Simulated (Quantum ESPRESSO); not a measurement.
**Converging the plane-wave cutoff: FeAl (P4mm, 2 atoms in the cell)**

```yaml
crystal:
  lattice:
    - [2.91873, 0.00000, 0.00000]
    - [0.00000, 2.91873, 0.00000]
    - [0.00000, 0.00000, 2.91873]
  atoms:
    - { symbol: Al, position: [0.50000, 0.50000, 0.51713] }
    - { symbol: Fe, position: [0.00000, 0.00000, 0.00000] }
```

Level of theory: LDA (PW92), PseudoDojo standard norm-conserving (LDA) pseudopotentials (plane waves; Quantum ESPRESSO).

Base settings: ecutwfc = 90 Ry; occupations = smearing; smearing = fd; degauss = 0.0073499 Ry; potentials = {Al: Al.upf, Fe: Fe.upf}; K_POINTS = automatic 5 5 5 0 0 0; conv_thr = 1e-11 Ry.

The second cell is the first with its lattice scaled by 0.98.

The mesh stays at the base's, so the ladder's end is converged at best in this setting alone.

Only quantities that move along the ladder and can be compared are tabulated.

The count of work is k-points × plane waves × bands × iterations; it is no time. 

The starting cell has typed, rounded lattice constants, without a prior relaxation at this level. Its lattice was rescaled by up to half a per cent. One atom was moved a little off its site on purpose. Spin polarisation is off. In the base run, with a pressure of about -18 GPa the cell is away from its equilibrium volume at this level. Without a gap this mesh is coarse (it stands for a supercell whose shortest vector is 15 Å).

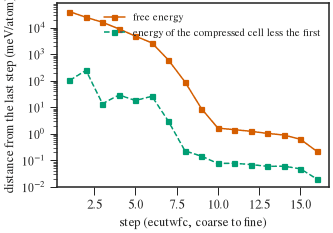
Fig. 1. Distance from the last step along the ladder; very small values are drawn at a floor.

| ecutwfc | free energy less the last step's (meV/atom) | energy of the compressed cell less the first (meV/atom) | pressure (GPa) | largest difference of a force vector from the last step's (eV/Å) | count of work / last |
|---|---|---|---|---|---|
| 31 Ry | 40589.54 | 41.49 | -1083.63 | 0.025 | 0.065 |
| 36 Ry | 24847.94 | -310.02 | -826.39 | 0.011 | 0.068 |
| 40 Ry | 16089.04 | -75.79 | -643.11 | 0.021 | 0.074 |
| 45 Ry | 9075.44 | -91.50 | -453.43 | 0.020 | 0.096 |
| 50 Ry | 4825.94 | -80.25 | -302.50 | 0.024 | 0.11 |
| 54 Ry | 2689.13 | -88.27 | -206.22 | 0.011 | 0.13 |
| 63 Ry | 603.47 | -59.06 | -78.75 | 0.000 | 0.17 |
| 72 Ry | 91.74 | -62.27 | -31.04 | 0.002 | 0.19 |
| 81 Ry | 8.98 | -62.19 | -19.41 | 0.000 | 0.23 |
| 90 Ry | 1.65 | -61.97 | -17.75 | 0.000 | 0.27 |
| 99 Ry | 1.45 | -61.96 | -17.69 | 0.000 | 0.31 |
| 108 Ry | 1.25 | -61.97 | -17.70 | 0.000 | 0.35 |
| 122 Ry | 1.05 | -61.98 | -17.69 | 0.000 | 0.43 |
| 135 Ry | 0.91 | -61.98 | -17.69 | 0.000 | 0.49 |
| 158 Ry | 0.63 | -61.99 | -17.71 | 0.000 | 0.63 |
| 180 Ry | 0.22 | -62.03 | -17.71 | 0.000 | 0.76 |
| 216 Ry | 0.00 | -62.04 | -17.70 | 0.000 | 1.0 |

Coarsest ecutwfc that holds the pressure within 0.05 GPa of the last step, with all finer ones: 90 Ry, at 0.27 of the last step's count of work; the step before is off by 1.7 GPa.

Coarsest ecutwfc that holds the forces within 0.005 eV/Å of the last step, with all finer ones: 63 Ry, at 0.17 of the last step's count of work; the step before is off by 0.011 eV/Å.

Coarsest ecutwfc that holds the free energy within 5 meV/atom of the last step, with all finer ones: 90 Ry, at 0.27 of the last step's count of work; the step before is off by 9.0 meV/atom.

The energy difference between the two cells stays within 1 meV/atom of the last step's from 72 Ry on, the total only from 135 Ry on: much of the error is common to both cells and cancels.

At the lowest cutoff the pressure lies 1070 GPa under the last step's, the usual sign of Pulay stress in an incomplete plane-wave basis.
